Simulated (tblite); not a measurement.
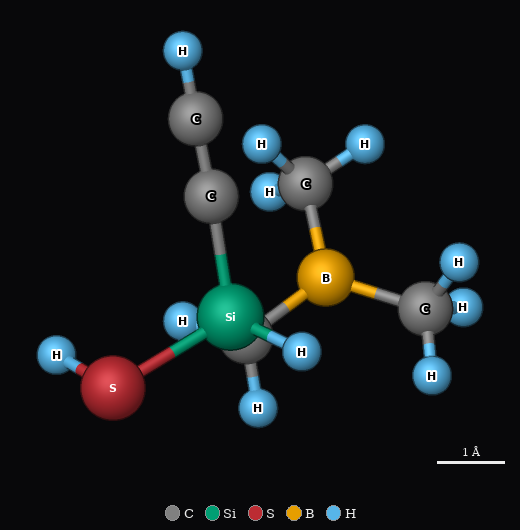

**Figure 1.** The input geometry (ball-and-stick view, seen at a tilt). Bond lengths as drawn: B–C 1.57 to 1.58 Å, C–C 1.20 Å, C–H 1.05 to 1.09 Å, C–Si 1.85 to 1.91 Å, H–S 1.33 Å, H–Si 1.46 Å and S–Si 2.17 Å.

Run report: C$_{5}$H$_{11}$BSSi, frequency calculation

System: C$_{5}$H$_{11}$BSSi.
Method: GFN2-xTB harmonic vibrations, gas phase (tblite 0.8.0).

It belongs to a series of runs on one base structure; here: H on Si replaced by ethynyl.

**What the program printed**
```
mode    cm-1     km/mol
  1      18.3      0.33
  2      22.5      0.60
  3      62.6      0.53
  4      71.8      0.59
  5      84.0      4.48
  6      91.7      1.93
  7     117.0     14.41
  8     132.3     10.54
  9     147.5     11.59
 10     266.7     21.09
 11     284.8     19.97
 12     295.2      1.13
 13     311.5      4.08
 14     374.6      1.37
 15     477.9     59.83
 16     595.3     83.42
 17     610.1     67.41
 18     641.4     30.63
 19     680.1     32.11
 20     684.4     26.20
 21     695.6     52.75
 22     724.8      9.18
 23     732.4    123.66
 24     760.7     56.92
 25     774.2    111.47
 26     865.3      5.74
 27     871.9    164.83
 28     886.7      9.32
 29     990.8     50.00
 30    1107.0    203.95
 31    1176.0    304.91
 32    1185.5    123.41
 33    1386.4     46.23
 34    1391.5     19.22
 35    1455.4      0.14
 36    1490.7      1.10
 37    1493.2      1.07
 38    1494.8      0.49
 39    1499.8      1.27
 40    2201.1     37.25
 41    2291.6    215.62
 42    2463.4    126.43
 43    2966.0     33.26
 44    2975.5     25.74
 45    2996.9     11.68
 46    3001.8     42.74
 47    3015.2     17.08
 48    3017.8     34.26
 49    3030.8     36.00
 50    3039.0     47.88
 51    3352.8      0.15
```

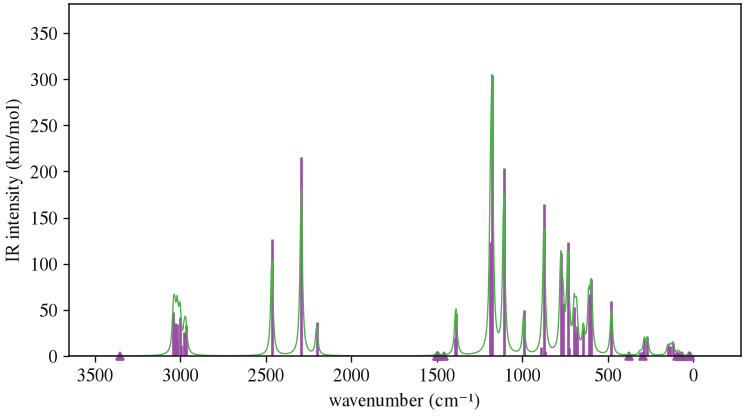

**Figure 2.** Harmonic infrared spectrum, unscaled: sticks (degenerate modes added up, dark ones marked on the axis) with a Lorentzian envelope of 16 cm⁻¹ full width, scaled to the tallest stick. 51 modes from 18 to 3353 cm⁻¹, none imaginary. The strongest line is at 1176 cm⁻¹ (305 km/mol).

The run was set up as follows.

**Input**
```
{"job": {"kind": "ir", "xc": "GFN2-xTB", "basis": "xTB"}, "charge": 0, "multiplicity": 1}
C      2.352251     1.525565     1.180058
C      2.006051     0.836769     0.256718
Si     1.525268    -0.275455    -1.144955
S      3.140200    -1.706562    -1.399313
C     -0.097282    -1.190091    -0.741570
B     -1.204091    -0.126142    -0.436796
C     -1.510470     0.261728     1.061199
C     -1.948957     0.609242    -1.615112
H      2.647742     2.138145     1.983384
H      1.531692     0.455323    -2.407144
H      2.960848    -2.337731    -0.248103
H      0.091601    -1.862842     0.097108
H     -0.334173    -1.809696    -1.607979
H     -0.592331     0.526908     1.584655
H     -2.206778     1.089498     1.170228
H     -1.929472    -0.585459     1.603922
H     -1.695570     0.242094    -2.607145
H     -1.715682     1.674078    -1.590536
H     -3.030650     0.543878    -1.503881
```

The first line tells a small driver script what to run in tblite; the rest is the geometry in Å.

Command:
```bash
OMP_NUM_THREADS=1 python <driver script> task.json out
```

**Summary**

| quantity | value |
| --- | --- |
| outcome | converged |
| total energy | −611.0333 eV |
| zero-point energy | 87.6390 kcal/mol |
| hardware | 1 CPU thread, shared host |
| wall time | 0.73 s |
| peak memory | 0.18 GiB |
